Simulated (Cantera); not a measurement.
Input: 1 mol MgF2, 0.45 mol O2, 15 mol H2, 0.16 mol HF, equilibrated at 10.0 Torr.

Cantera equilibrium calculation (NASA polynomials, part measured and part estimated; ideal gas, pure solids and liquids). Candidate condensed phases: H2O, Mg, MgF2, MgO, Mg(OH)2; 31 gas species. Mutual solubility and eutectic melting of coexisting phases are not modelled. The numbers say what is thermodynamically allowed, not how fast it happens.

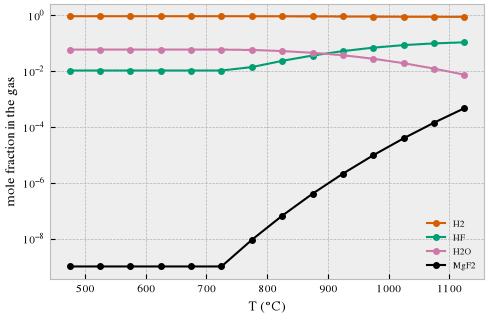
Fig. 1. Equilibrium gas composition (values under 1e-9 drawn at 1e-9)

From 475 °C to 725 °C the condensed part is MgF2(s). From 775 °C to 1125 °C the condensed part is MgF2(s) + MgO(s).
